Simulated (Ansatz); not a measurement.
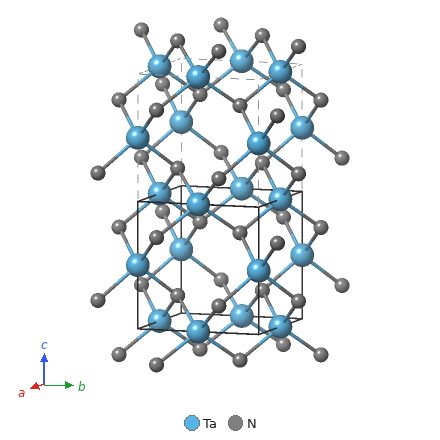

The compound is Ta3N4 (space group P-43m, No. 215), taken as coordinates from a relaxation with Ansatz, DFT PBE, scalar-relativistic, plane waves, PAW; the starting structure was generated, so it need not be a known form of this composition.

Bonds are taken as N–Ta below 2.3 Å; no other contact counts. Simplification: prune 0- and 1-connected atoms, fold 2-connected ones into links.

### What kind of net remains, and which atoms are its nodes?

A binodal (3,4)-connected, three-periodic net: N is a 3-connected node; Ta is a 4-connected node, in the ratio 4:3.

### Is the net interpenetrated?

It is a single net, without interpenetration.

### How many nodes does the smallest cycle have?

Six.

### Give the first ten terms of the coordination sequence (nodes one, two, three … edges away).

N: 3, 9, 15, 33, 45, 84, 90, 152, 150, 240; Ta: 4, 8, 20, 30, 60, 68, 120, 126, 200, 180.

The simplified net, drawn on the atoms' positions. Nodes are coloured by element. Short stubs are edges that leave the cut-out.

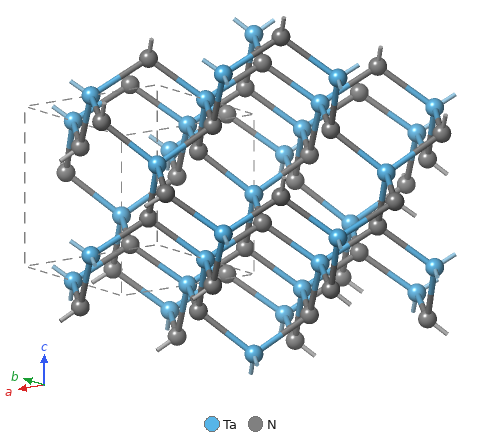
